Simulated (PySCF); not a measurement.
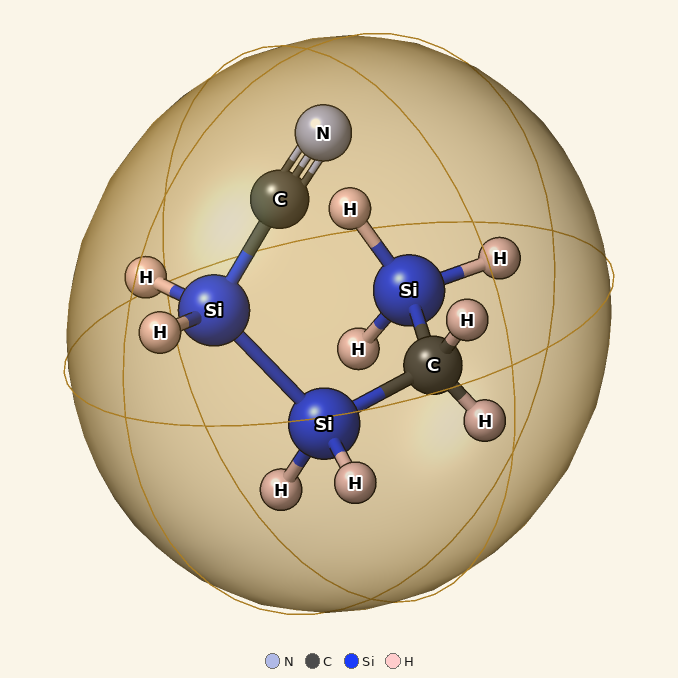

The ellipsoid shows the static dipole polarisability: its half-axes are proportional to the principal values. Computed geometry: GFN2-xTB optimisation. No frequency run is at hand to confirm it as a minimum. Method: CAM-B3LYP/def2-SVPD (PySCF 2.14.0).

**How large and how anisotropic is the polarisability?**

Principal values 94.7, 112.2, 115.2 bohr³; mean 107.4 bohr³ (15.91 Å³); anisotropy 19.2 bohr³, so the longest axis is 1.22 times the shortest.

The geometry is semi-empirical. Around Si such bond lengths and angles can be off by a tenth of an ångström or more and by several degrees, and values that hang on the shape move with them.
